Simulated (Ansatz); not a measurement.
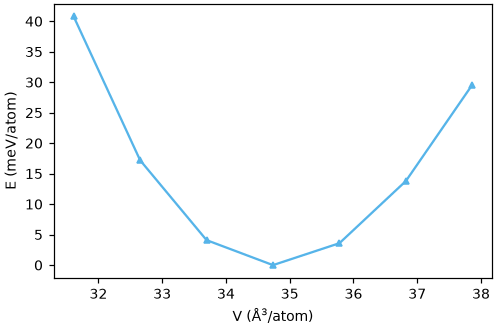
Figure: SrTe (rock salt, space group No. 225) under volume change, the program Ansatz at the LDA level (PAW), scaled uniformly.

**Question.** What does a third-order Birch–Murnaghan fit give for V₀, B₀ and B′?

**Answer.** V₀ = 34.74 Å³/atom, B₀ = 39.3 GPa, B′ = 4.3.

Space group Fm-3m (rock salt). Symmetry was held in the LDA relaxation. Scalar-relativistic: spin–orbit coupling is off unless named, which matters more the heavier the elements.

Potentials: the later of the program's two PAW sets.
